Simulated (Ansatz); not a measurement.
# Resistivity from frozen vibrations: Cu(111) with 4 thermally displaced layers, 2x2, part 2 of 2

Wanted: the phonon-limited resistivity of Cu at 400 K by the Landauer route.

Ansatz 0.2.0; Ansatz plane-wave DFT, PBE, PAW files; ballistic transport by layer matching (Landauer), zero bias; PAW set soft_1.

So far. Step 2 (With 4 displaced layers): Over the solved energies the transmission per spin lies between 3.03 and 3.06, out of 3.21 channels of the lead on average (up to 3.21).

## (3) With 8 displaced layers

System of this step: Cu(111) with 8 thermally displaced layers, 2x2. The cell holds 56 atoms: 56 Cu. Cell: a = 5.112 Å, b = 5.112 Å, c = 29.257 Å, α = 87.5°, β = 92.5°, γ = 120.0°. It derives from Cu. Regions: lead, 24 atoms (24 Cu); scattering region, 32 atoms (32 Cu). The structure is stacked along c, and the current runs across the ab planes.

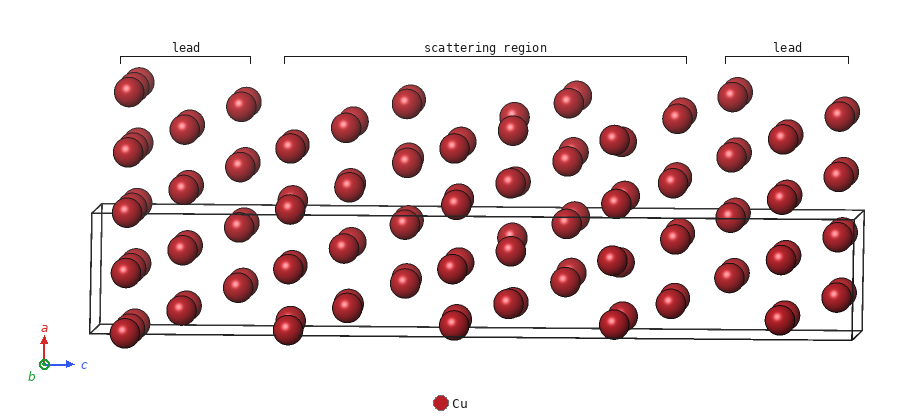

The cell of this step (copper red). 2×1×1 cells are drawn. Some periodic images of atoms are drawn too.

input.yaml

```yaml
crystal:
  lattice:
    - [5.1123254594, 0.0, 0.0]
    - [-2.5561627297, 4.4274037203, 0.0]
    - [-1.2780813649, 0.73790062, 29.2193738075]
  atoms:
    - { symbol: Cu, position: [0.005952381, 0.994047619, 0.0357142857] }
    - { symbol: Cu, position: [0.005952381, 0.494047619, 0.0357142857] }
    - { symbol: Cu, position: [0.505952381, 0.994047619, 0.0357142857] }
    - { symbol: Cu, position: [0.505952381, 0.494047619, 0.0357142857] }
    - { symbol: Cu, position: [0.1845238095, 0.3154761905, 0.1071428571] }
    - { symbol: Cu, position: [0.1845238095, 0.8154761905, 0.1071428571] }
    - { symbol: Cu, position: [0.6845238095, 0.3154761905, 0.1071428571] }
    - { symbol: Cu, position: [0.6845238095, 0.8154761905, 0.1071428571] }
    - { symbol: Cu, position: [0.3630952381, 0.1369047619, 0.1785714286] }
    - { symbol: Cu, position: [0.3630952381, 0.6369047619, 0.1785714286] }
    - { symbol: Cu, position: [0.8630952381, 0.1369047619, 0.1785714286] }
    - { symbol: Cu, position: [0.8630952381, 0.6369047619, 0.1785714286] }
    - { symbol: Cu, position: [0.0409162778, 0.9544982633, 0.2491834946] }
    - { symbol: Cu, position: [0.0787452989, 0.4876141542, 0.2462918964] }
    - { symbol: Cu, position: [0.544419215, 0.924019102, 0.2477595791] }
    - { symbol: Cu, position: [0.539228177, 0.4611016263, 0.2468050095] }
    - { symbol: Cu, position: [0.2080614562, 0.2816575766, 0.3193133874] }
    - { symbol: Cu, position: [0.2162393153, 0.7927009759, 0.3242706494] }
    - { symbol: Cu, position: [0.719364293, 0.280138216, 0.3213687903] }
    - { symbol: Cu, position: [0.70663936, 0.7699944747, 0.3182630842] }
    - { symbol: Cu, position: [0.4091966798, 0.0995661056, 0.3924379042] }
    - { symbol: Cu, position: [0.4083698582, 0.6111512089, 0.3971917996] }
    - { symbol: Cu, position: [0.8901043761, 0.0930123861, 0.3934689628] }
    - { symbol: Cu, position: [0.897347578, 0.626335256, 0.3956825139] }
    - { symbol: Cu, position: [0.088650984, 0.919835045, 0.4665417009] }
    - { symbol: Cu, position: [0.1005799897, 0.4328251473, 0.4634316681] }
    - { symbol: Cu, position: [0.5573552233, 0.9418622228, 0.4632081742] }
    - { symbol: Cu, position: [0.5718161957, 0.4403760289, 0.4653172565] }
    - { symbol: Cu, position: [0.2300822832, 0.2421906637, 0.5348930269] }
    - { symbol: Cu, position: [0.2539861415, 0.7060923651, 0.5345381894] }
    - { symbol: Cu, position: [0.767273485, 0.2731627187, 0.5324095643] }
    - { symbol: Cu, position: [0.6908908431, 0.7160515841, 0.5365167413] }
    - { symbol: Cu, position: [0.4662914823, 0.1001708273, 0.6083658508] }
    - { symbol: Cu, position: [0.4294324913, 0.5832857261, 0.6071091271] }
    - { symbol: Cu, position: [0.931844927, 0.0651815616, 0.6110307639] }
    - { symbol: Cu, position: [0.9084675693, 0.5448970205, 0.6069399413] }
    - { symbol: Cu, position: [0.1032894779, 0.870955758, 0.6758887759] }
    - { symbol: Cu, position: [0.1335080917, 0.4134746456, 0.6807463054] }
    - { symbol: Cu, position: [0.6365667524, 0.9129952722, 0.6724982591] }
    - { symbol: Cu, position: [0.5790559921, 0.3733117629, 0.6749259178] }
    - { symbol: Cu, position: [0.2744676438, 0.2103929616, 0.7460821583] }
    - { symbol: Cu, position: [0.2628737995, 0.6676971303, 0.7470290338] }
    - { symbol: Cu, position: [0.8098254402, 0.1972393584, 0.7509887379] }
    - { symbol: Cu, position: [0.7993659326, 0.6981564276, 0.7517664128] }
    - { symbol: Cu, position: [0.4702380952, 0.0297619048, 0.8214285714] }
    - { symbol: Cu, position: [0.4702380952, 0.5297619048, 0.8214285714] }
    - { symbol: Cu, position: [0.9702380952, 0.0297619048, 0.8214285714] }
    - { symbol: Cu, position: [0.9702380952, 0.5297619048, 0.8214285714] }
    - { symbol: Cu, position: [0.1488095238, 0.8511904762, 0.8928571429] }
    - { symbol: Cu, position: [0.1488095238, 0.3511904762, 0.8928571429] }
    - { symbol: Cu, position: [0.6488095238, 0.8511904762, 0.8928571429] }
    - { symbol: Cu, position: [0.6488095238, 0.3511904762, 0.8928571429] }
    - { symbol: Cu, position: [0.3273809524, 0.1726190476, 0.9642857143] }
    - { symbol: Cu, position: [0.3273809524, 0.6726190476, 0.9642857143] }
    - { symbol: Cu, position: [0.8273809524, 0.1726190476, 0.9642857143] }
    - { symbol: Cu, position: [0.8273809524, 0.6726190476, 0.9642857143] }
kpoints:
  mp_grid: { grid: [5, 5, 1] }
hamiltonian:
  xc: pbe
  pseudopotentials: { kind: paw, azcp: { folder: soft_1 } }
scf:
  occupations: { method: fermi_dirac, width: 0.1 }
output:
  transmission:
    leads: [[0, 4]]
    kmesh: [10, 10]
    e_range: [-0.05, 0.05]
    de: 0.05
  write_potential: true
  write_density: true
  volumetric_format: npy
```

The run is started by

```console
ansatz run input.yaml --threads 4 --pin off --max-ram 15360MiB --backend cpu --events-out ev --progress --plain --runs-dir out
```

Numbers of over 12 decimals in the logs are rounded to 6 here.

What it wrote:

```text
[...]
Crystal: 56 atoms, lattice volume = 661.361 Å³
Basis set: ecut = 420 eV, 12983 PW (Γ)
Bands: 639, of which v1, the nominal top of the filled ones, is band 532 counted from 1 (531 counted from 0)
Symmetry: 1 space group operations
[...]
k-points: 13 of 25 (time reversal used)
[...]
SCF iter   1: F=—  HF=-371058.277549 eV  |F-HF|=—  |Δ(HF+E_count)|=         —  Δρ=2.66e-1  dr2=2.80e2  ethr=3.10e-3  ⟨swp⟩=4.8  Hψ=25224  notcnv=0  defer=23
[...]
SCF iter  13: F=-371007.387688 eV  HF=-371007.387688 eV  |F-HF|=2.18e-8  |Δ(HF+E_count)|=   6.81e-9  Δρ=1.15e-6  dr2=2.68e-8  ethr=9.40e-12  ⟨swp⟩=7.1  Hψ=28965  notcnv=0
SCF 1 converged in 13 iterations: F = -371007.387688 eV  dr2 = 2.68e-8
[...]
transmission: 226 of 2236 steps passed
transmission: 448 of 2236 steps passed
[...]
transmission: 2236 of 2236 steps passed
SCF converged after 13 iterations
Free energy (F): -371007.387688 eV
[...]
Internal energy: -371006.678223 eV  (E = F + TS)
E sigma→0 (E₀):  -371007.032955 eV
Entropy (-TS):   -0.709465 eV (-12.669 meV/atom)
Fermi energy:    16.343336 eV
[...]
--- Band table (eV; the first three rows and the last of 13) ---
  k-point 0: bands = [... 528 lower, 16.3357, 16.5827, 16.6743, 16.8343, 16.8513, 16.9444, 16.9568, 17.0717, ... 103 higher]
  k-point 1: bands = [... 528 lower, 16.0786, 16.1964, 16.2341, 16.2596, 16.3181, 16.3997, 16.4639, 16.5192, ... 103 higher]
  k-point 2: bands = [... 528 lower, 16.1080, 16.1404, 16.1704, 16.2561, 16.3097, 16.4161, 16.5823, 16.6038, ... 103 higher]
  k-point 12: bands = [... 528 lower, 15.6421, 15.7302, 16.0411, 16.3827, 16.5233, 16.7494, 16.7914, 16.9820, ... 103 higher]
--- Transmission ---
  basis      : 199 plane waves across, 43 finite elements along
  points     : 52, standing for a mesh of 10 x 10
[...]
channels       : 3.210000e0 a spin
[...]
junction   : crystal 0 to crystal 0, 0.70 to 27.83 Å
    transmission   : 2.968581e0 a spin
[...]
```

Run time: 18 min. Hardware: 4 threads of Arm Neoverse V1, shared host; peak memory 8.4 GiB.

Numbers from this step:

- free energy: -371007.3877 eV
- energy at zero smearing: -371007.0330 eV
- transmission per spin nearest the Fermi level: 2.969

Per spin. Transmission, zone mean against energy, zero at the Fermi level:

```
energy (eV)  transmission, zone mean
    -0.0500                     2.94
     0.0000                     2.97
     0.0500                     2.98
```

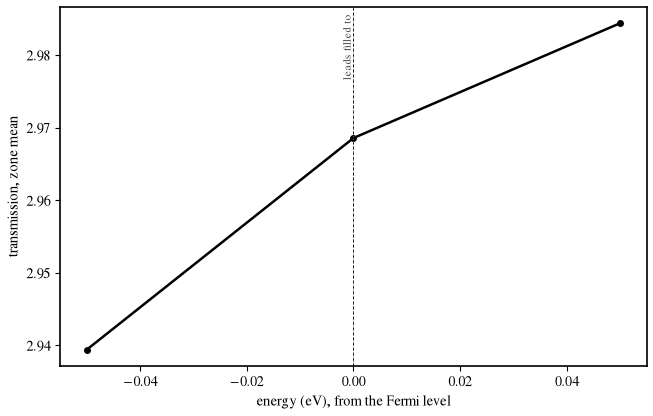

Transmission, zone mean against energy.

Over the solved energies the transmission per spin lies between 2.94 and 2.98, out of 3.21 channels of the lead on average (up to 3.21).

## (4) With 12 displaced layers

System of this step: Cu(111) with 12 thermally displaced layers, 2x2. The cell holds 72 atoms: 72 Cu. Cell: a = 5.112 Å, b = 5.112 Å, c = 37.568 Å, α = 90.0°, β = 90.0°, γ = 120.0°. It derives from Cu. Regions: lead, 24 atoms (24 Cu); scattering region, 48 atoms (48 Cu). The structure is stacked along c, and the current runs across the ab planes.

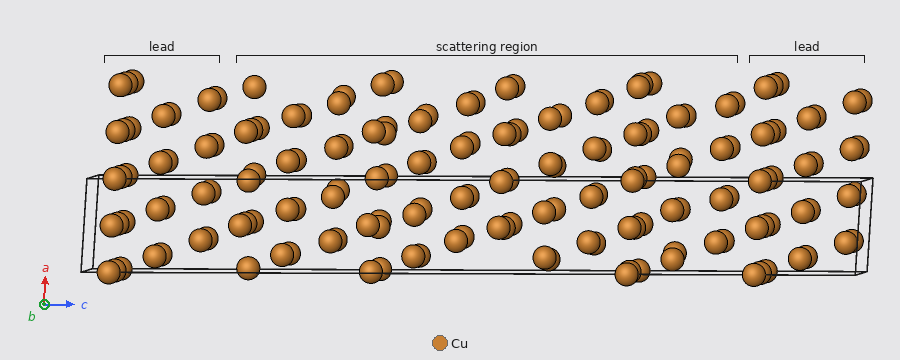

The cell of this step (copper orange). 2×1×1 cells are drawn. Some periodic images of atoms are drawn too.

input.yaml

```yaml
crystal:
  lattice:
    - [5.1123254594, 0.0, 0.0]
    - [-2.5561627297, 4.4274037203, 0.0]
    - [0.0, 0.0, 37.567766324]
  atoms:
    - { symbol: Cu, position: [0.0, 0.0, 0.0277777778] }
    - { symbol: Cu, position: [0.0, 0.5, 0.0277777778] }
    - { symbol: Cu, position: [0.5, 0.0, 0.0277777778] }
    - { symbol: Cu, position: [0.5, 0.5, 0.0277777778] }
    - { symbol: Cu, position: [0.1666666667, 0.3333333333, 0.0833333333] }
    - { symbol: Cu, position: [0.1666666667, 0.8333333333, 0.0833333333] }
    - { symbol: Cu, position: [0.6666666667, 0.3333333333, 0.0833333333] }
    - { symbol: Cu, position: [0.6666666667, 0.8333333333, 0.0833333333] }
    - { symbol: Cu, position: [0.3333333333, 0.1666666667, 0.1388888889] }
    - { symbol: Cu, position: [0.3333333333, 0.6666666667, 0.1388888889] }
    - { symbol: Cu, position: [0.8333333333, 0.1666666667, 0.1388888889] }
    - { symbol: Cu, position: [0.8333333333, 0.6666666667, 0.1388888889] }
    - { symbol: Cu, position: [0.0107600925, 0.0140396746, 0.1929365976] }
    - { symbol: Cu, position: [0.9646034357, 0.4794233957, 0.1931281439] }
    - { symbol: Cu, position: [0.5072852518, 0.9958869941, 0.1934982778] }
    - { symbol: Cu, position: [0.5079371644, 0.5221395377, 0.1930790752] }
    - { symbol: Cu, position: [0.1806590328, 0.308620291, 0.248594924] }
    - { symbol: Cu, position: [0.1867852347, 0.8437578625, 0.2479703071] }
    - { symbol: Cu, position: [0.657629905, 0.3190616549, 0.2520190452] }
    - { symbol: Cu, position: [0.668898714, 0.8189775147, 0.2509423162] }
    - { symbol: Cu, position: [0.3262085418, 0.1652188923, 0.3057088541] }
    - { symbol: Cu, position: [0.3277776375, 0.6752226166, 0.306647574] }
    - { symbol: Cu, position: [0.8518780369, 0.1889045023, 0.3049108506] }
    - { symbol: Cu, position: [0.8025580103, 0.6568210104, 0.3060318032] }
    - { symbol: Cu, position: [0.0062081756, 0.0116497438, 0.3630243347] }
    - { symbol: Cu, position: [0.9968389647, 0.4977781054, 0.35876849] }
    - { symbol: Cu, position: [0.5153545201, 0.9946866131, 0.3585409672] }
    - { symbol: Cu, position: [0.4763968742, 0.4916502249, 0.3648012906] }
    - { symbol: Cu, position: [0.1630837695, 0.2992300574, 0.4163733918] }
    - { symbol: Cu, position: [0.1775753041, 0.8459467481, 0.4174820055] }
    - { symbol: Cu, position: [0.6596417437, 0.341625143, 0.4153519463] }
    - { symbol: Cu, position: [0.620467539, 0.8190629886, 0.4150392115] }
    - { symbol: Cu, position: [0.3605884848, 0.1879254157, 0.4697423002] }
    - { symbol: Cu, position: [0.337272581, 0.6684812075, 0.4688158021] }
    - { symbol: Cu, position: [0.7966047551, 0.1647991784, 0.4725459345] }
    - { symbol: Cu, position: [0.7956732449, 0.6120873551, 0.4721522716] }
    - { symbol: Cu, position: [0.9809597606, 0.9820950924, 0.5270086452] }
    - { symbol: Cu, position: [0.985959677, 0.5112703631, 0.5278029354] }
    - { symbol: Cu, position: [0.4930835418, 0.0056744626, 0.5277016201] }
    - { symbol: Cu, position: [0.4720803296, 0.4970981381, 0.5266931754] }
    - { symbol: Cu, position: [0.1297554163, 0.3202068693, 0.584344824] }
    - { symbol: Cu, position: [0.1700337229, 0.8616682905, 0.5873623462] }
    - { symbol: Cu, position: [0.6668964523, 0.3444746889, 0.5880608952] }
    - { symbol: Cu, position: [0.6518381724, 0.8152361568, 0.5823313521] }
    - { symbol: Cu, position: [0.2957944283, 0.1395058121, 0.6393839147] }
    - { symbol: Cu, position: [0.3285481077, 0.6716278601, 0.6400475549] }
    - { symbol: Cu, position: [0.8180507898, 0.1627520878, 0.6382499653] }
    - { symbol: Cu, position: [0.8132562121, 0.6498277249, 0.6396375315] }
    - { symbol: Cu, position: [0.0008995959, 0.0066893659, 0.6968191292] }
    - { symbol: Cu, position: [0.0064884891, 0.4776128007, 0.6924140056] }
    - { symbol: Cu, position: [0.4967769445, 0.0024889761, 0.6966707608] }
    - { symbol: Cu, position: [0.4788279825, 0.4912055788, 0.6950305358] }
    - { symbol: Cu, position: [0.2019738613, 0.3610991154, 0.7476133241] }
    - { symbol: Cu, position: [0.1548394304, 0.8170722683, 0.7520106414] }
    - { symbol: Cu, position: [0.670856569, 0.3261304308, 0.7485498189] }
    - { symbol: Cu, position: [0.6816762283, 0.8530679291, 0.7481792413] }
    - { symbol: Cu, position: [0.328827697, 0.1689409757, 0.8055982886] }
    - { symbol: Cu, position: [0.3291623907, 0.646543887, 0.8041440917] }
    - { symbol: Cu, position: [0.7972806358, 0.1677886579, 0.8080944993] }
    - { symbol: Cu, position: [0.7911081794, 0.653947549, 0.8076873012] }
    - { symbol: Cu, position: [0.0, 0.0, 0.8611111111] }
    - { symbol: Cu, position: [0.0, 0.5, 0.8611111111] }
    - { symbol: Cu, position: [0.5, 0.0, 0.8611111111] }
    - { symbol: Cu, position: [0.5, 0.5, 0.8611111111] }
    - { symbol: Cu, position: [0.1666666667, 0.3333333333, 0.9166666667] }
    - { symbol: Cu, position: [0.1666666667, 0.8333333333, 0.9166666667] }
    - { symbol: Cu, position: [0.6666666667, 0.3333333333, 0.9166666667] }
    - { symbol: Cu, position: [0.6666666667, 0.8333333333, 0.9166666667] }
    - { symbol: Cu, position: [0.3333333333, 0.1666666667, 0.9722222222] }
    - { symbol: Cu, position: [0.3333333333, 0.6666666667, 0.9722222222] }
    - { symbol: Cu, position: [0.8333333333, 0.1666666667, 0.9722222222] }
    - { symbol: Cu, position: [0.8333333333, 0.6666666667, 0.9722222222] }
kpoints:
  mp_grid: { grid: [5, 5, 1] }
hamiltonian:
  xc: pbe
  pseudopotentials: { kind: paw, azcp: { folder: soft_1 } }
scf:
  occupations: { method: fermi_dirac, width: 0.1 }
output:
  transmission:
    leads: [[0, 4]]
    kmesh: [10, 10]
    e_range: [-0.05, 0.05]
    de: 0.05
  write_potential: true
  write_density: true
  volumetric_format: npy
```

What it wrote:

```text
[...]
Crystal: 72 atoms, lattice volume = 850.321 Å³
Basis set: ecut = 420 eV, 16727 PW (Γ)
Bands: 821, of which v1, the nominal top of the filled ones, is band 684 counted from 1 (683 counted from 0)
Symmetry: 1 space group operations
[...]
k-points: 13 of 25 (time reversal used)
[...]
SCF iter   1: F=—  HF=-477075.655675 eV  |F-HF|=—  |Δ(HF+E_count)|=         —  Δρ=2.66e-1  dr2=3.61e2  ethr=3.10e-3  ⟨swp⟩=4.9  Hψ=31666  notcnv=0  defer=44
[...]
SCF iter  13: F=-477010.247209 eV  HF=-477010.247209 eV  |F-HF|=1.25e-8  |Δ(HF+E_count)|=   2.37e-8  Δρ=1.11e-6  dr2=1.87e-8  ethr=7.31e-12  ⟨swp⟩=7.0  Hψ=37246  notcnv=0
SCF 1 converged in 13 iterations: F = -477010.247209 eV  dr2 = 1.87e-8
[...]
transmission: 297 of 2964 steps passed
transmission: 594 of 2964 steps passed
[...]
transmission: 2964 of 2964 steps passed
SCF converged after 13 iterations
Free energy (F): -477010.247209 eV
[...]
Internal energy: -477009.412763 eV  (E = F + TS)
E sigma→0 (E₀):  -477009.829986 eV
Entropy (-TS):   -0.834445 eV (-11.590 meV/atom)
Fermi energy:    16.321489 eV
[...]
--- Band table (eV; the first three rows and the last of 13) ---
  k-point 0: bands = [... 680 lower, 16.3848, 16.7539, 16.7850, 16.8051, 16.8169, 16.8476, 16.8660, 17.0756, ... 133 higher]
  k-point 1: bands = [... 680 lower, 16.0332, 16.1315, 16.1779, 16.3119, 16.3466, 16.4263, 16.4647, 16.5022, ... 133 higher]
  k-point 2: bands = [... 680 lower, 16.1327, 16.1667, 16.2056, 16.2549, 16.3319, 16.3546, 16.3688, 16.4515, ... 133 higher]
  k-point 12: bands = [... 680 lower, 15.8430, 15.9768, 15.9852, 16.3295, 16.3378, 16.7974, 16.8182, 16.9519, ... 133 higher]
--- Transmission ---
  basis      : 199 plane waves across, 57 finite elements along
  points     : 52, standing for a mesh of 10 x 10
[...]
channels       : 3.210000e0 a spin
[...]
junction   : crystal 0 to crystal 0, 0.70 to 36.18 Å
    transmission   : 2.896083e0 a spin
[...]
```

It took 34 min on 4 threads; peak memory 7.4 GiB; 2.1 h of CPU time.

Numbers from this step:

```yaml
free_energy: -477010.2472 eV
energy_at_zero_smearing: -477009.8300 eV
fermi_energy: 16.32 eV
transmission_per_spin_nearest_the_fermi_level: 2.896
step_of_the_lead_s_potential: 2.5 meV
```

Per spin. The transmission, zone mean by energy, zero at the Fermi level:

```
energy (eV)  transmission, zone mean
    -0.0500                     2.87
     0.0000                     2.90
     0.0500                     2.93
```

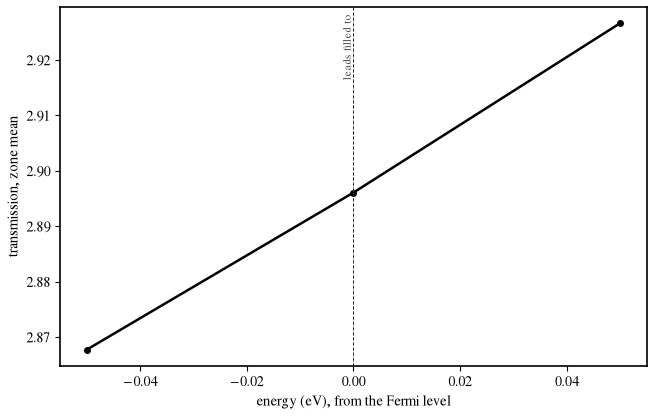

Transmission, zone mean, plotted against energy.

Over the solved energies the transmission per spin lies between 2.87 and 2.93, out of 3.21 channels of the lead on average (up to 3.21).

## (5) Resistance against length

This step: Ansatz plane-wave DFT, PBE, PAW files; ballistic transport by layer matching (Landauer), zero bias; resistivity from the slope of the area resistance; PAW set soft_1 (Ansatz 0.2.0).

This step gave:

```
resistivity           : 2.955 µΩ cm
intercept             : 0.02496 fΩ m²
scatter about the fit : 8.34e-4 fΩ m²
```

Resistance, by row:

```
run  length (Å)      T  channels N  RA (fΩ m²)
 n4       8.348  3.046        3.21     0.04904
 n8        16.7  2.964        3.21     0.07549
n12       25.05  2.897        3.21     0.09839
```

The area resistance by length of the displaced region:

```
length of the displaced region (Å)  area resistance (fΩ m²)
                              8.35                   0.0490
                             16.70                   0.0755
                             25.05                   0.0984
```

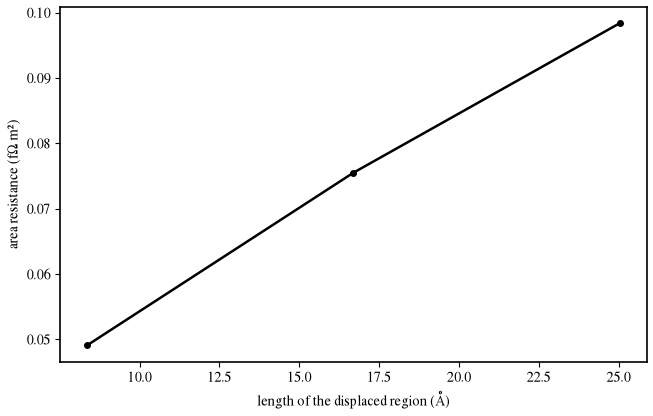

Area resistance against length of the displaced region.

The area resistance goes from 0.049 to 0.098 fΩ m² between 8.3 and 25.0 Å, a slope of 3.0 µΩ cm.

By hand from the end points: (0.09839 − 0.04904) fΩ m² / (25.05 − 8.35) Å = 3.0 µΩ cm, since 1 fΩ m² per Å is 1000 µΩ cm.

## (6) Results

* resistivity from the slope: 2.96 µΩ cm
* area resistance over 8.35 Å: 0.0490 fΩ m²
* area resistance over 16.7 Å: 0.0755 fΩ m²
* area resistance over 25.0 Å: 0.0984 fΩ m²

The slope gives 3.0 µΩ cm. The points scatter by 8.3e-4 fΩ m² about the line, with one random draw a length in a 2x2 cell, so the slope is a rough value. The mean square of the displacements drawn is 0.94, 0.88 and 0.76 of the nominal one at the three lengths; with each resistance scaled back by that, the slope is 4.7 µΩ cm, the value used below. Read with a model of isotropic scattering on a spherical Fermi surface and the lead's 1.1×10¹⁵ S/m², this slope means a mean free path near 172 Å; over these lengths the model's slope is 1.18 times its bulk resistivity, which would be 4.0 µΩ cm. Uncorrelated displacements put too much weight on short waves, which scatter strongly; with the sideways repeat of a small cell, one draw and three short lengths, the method is good to a factor of two or three.

[Logs are printed without paths, hosts, clocks, repeated set-up lines and the standing remarks that a program may print on its own settings, such as how far it seeks lower states.]

[Hosts, paths, dates, database ids (printed as entryN), source tags and the programs' standing remarks are cut or masked in the printed files.]
